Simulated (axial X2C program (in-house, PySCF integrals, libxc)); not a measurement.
# HfP: relativistic diatomic calculation

- system: HfP, single determinant with Ω = 1/2.
- method: HF, two-component X2C with atomic mean-field Coulomb and Gaunt terms, Hf dyall-cv3z, P dyall-v3z (cores contracted) (axial X2C program (in-house, PySCF integrals, libxc))

## What the run reported

- outcome: 7 of 10 points not converged
- hardware: 1 thread of Intel Xeon (Granite Rapids), 192 GiB of memory available, shared host
- wall time: 53 s

## What went wrong

7 of the 10 points of the curve did not converge at the level reported and have no energy. The log shown is that of a point that failed. The curve is incomplete. Hartree–Fock lacks correlation, so it usually binds too weakly.

## The input
```
{"zs": [72, 15], "q": 0, "bas": ["dyall-cv3z", "dyall-v3z"], "levels": ["PBE0", "HF", "LDA"], "cc": true, "r0": 2.3, "thr": -1.0, "nmax": 90, "npts": 10, "nst": 2, "ntry": 6}
```

The line is the task of a batch: nuclear charges, charge, bases, the levels to run, a first guess of the distance and further settings. This report covers HF with spin-orbit coupling. The log is that of the reference distance 2.187 Å.

The run was one of a batch that the task file lists, launched with:
```bash
python <driver script> task.json out
```

## The program's output
```
two-component X2C + atomic mean field  HF
basis functions 231  fitting functions 1206  grid points 5081
iter        total energy     max residual
   1     -15412.856558842     8.52e-01
   2     -15412.905097119     2.93e-02
   3     -15412.906579014     3.33e-02
   4     -15412.910606749     2.35e-03
   5     -15412.911001158     1.58e-03
   6     -15412.911242915     1.26e-03
   7     -15412.911415528     9.37e-04
   8     -15412.911598567     8.93e-04
   9     -15412.911753012     9.17e-04
  10     -15412.911899424     9.40e-04
  11     -15412.912012476     9.47e-04
  12     -15412.912086938     9.38e-04
  13     -15412.912112736     9.18e-04
  14     -15412.912112185     9.01e-04
  15     -15412.912086613     8.80e-04
  16     -15412.912007748     8.38e-04
  17     -15412.911897487     8.00e-04
  18     -15412.911706268     7.74e-04
  19     -15412.911602050     7.55e-04
  20     -15412.911103009     1.05e-03
  21     -15412.910944522     8.30e-04
  22     -15412.910887051     7.19e-04
  23     -15412.910510035     1.27e-03
  24     -15412.910564878     1.04e-03
  25     -15412.910591294     1.10e-03
  26     -15412.910663108     1.10e-03
  27     -15412.910650422     1.08e-03
  28     -15412.910699989     1.04e-03
  29     -15412.910642373     9.63e-04
  30     -15412.910942409     9.14e-04
  31     -15412.911031033     8.31e-04
  32     -15412.911059909     7.70e-04
  33     -15412.911104597     7.51e-04
  34     -15412.911171283     7.52e-04
  35     -15412.911078288     6.67e-04
  36     -15412.911027166     6.69e-04
  37     -15412.910998641     6.82e-04
  38     -15412.910870649     6.49e-04
  39     -15412.910822481     6.87e-04
  40     -15412.910780573     7.07e-04
  41     -15412.910753686     7.23e-04
  42     -15412.910747442     7.41e-04
  43     -15412.910744888     7.50e-04
  44     -15412.910747228     7.38e-04
  45     -15412.910729157     7.16e-04
  46     -15412.910656087     6.80e-04
  47     -15412.910640707     6.81e-04
  48     -15412.910565377     6.22e-04
  49     -15412.910589882     5.95e-04
  50     -15412.910630869     5.78e-04
  51     -15412.910709740     5.60e-04
  52     -15412.910678303     4.45e-04
  53     -15412.910741250     4.67e-04
  54     -15412.910780319     4.79e-04
  55     -15412.910782630     4.86e-04
  56     -15412.910815883     5.16e-04
  57     -15412.910836740     5.21e-04
  58     -15412.910855850     5.15e-04
  59     -15412.910882145     5.39e-04
  60     -15412.910905927     5.31e-04
  61     -15412.910921615     5.25e-04
  62     -15412.910910268     4.75e-04
  63     -15412.910899682     4.59e-04
  64     -15412.910889711     4.50e-04
  65     -15412.910879296     4.46e-04
  66     -15412.910873283     4.51e-04
  67     -15412.910866648     4.56e-04
  68     -15412.910845682     4.79e-04
  69     -15412.910826996     5.05e-04
  70     -15412.910815609     4.90e-04
  71     -15412.910847295     5.04e-04
  72     -15412.910863745     5.14e-04
  73     -15412.910865002     4.86e-04
  74     -15412.910862663     4.79e-04
  75     -15412.910847173     4.76e-04
  76     -15412.910836200     4.73e-04
  77     -15412.910831447     4.61e-04
  78     -15412.910852923     5.11e-04
  79     -15412.910875821     5.24e-04
  80     -15412.910877015     4.92e-04
NOT converged
one-electron -21675.72092722  Coulomb 6344.80065066  exact exchange -330.55434106  xc functional 0.00000000  nuclear repulsion 261.32207947  atomic mean-field constant -12.75833886
```

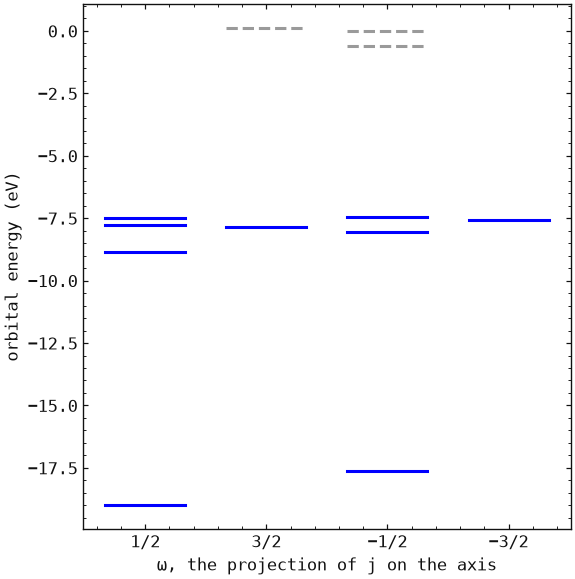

Fig. 1: Orbital energies near the frontier at 2.19 Å, filled (solid) and empty (dashed). The highest filled spinor (−1/2; 49 % P p, 23 % Hf s) lies at −7.44 eV, the lowest empty one (−1/2; 50 % Hf s, 24 % Hf p) at −0.60 eV.
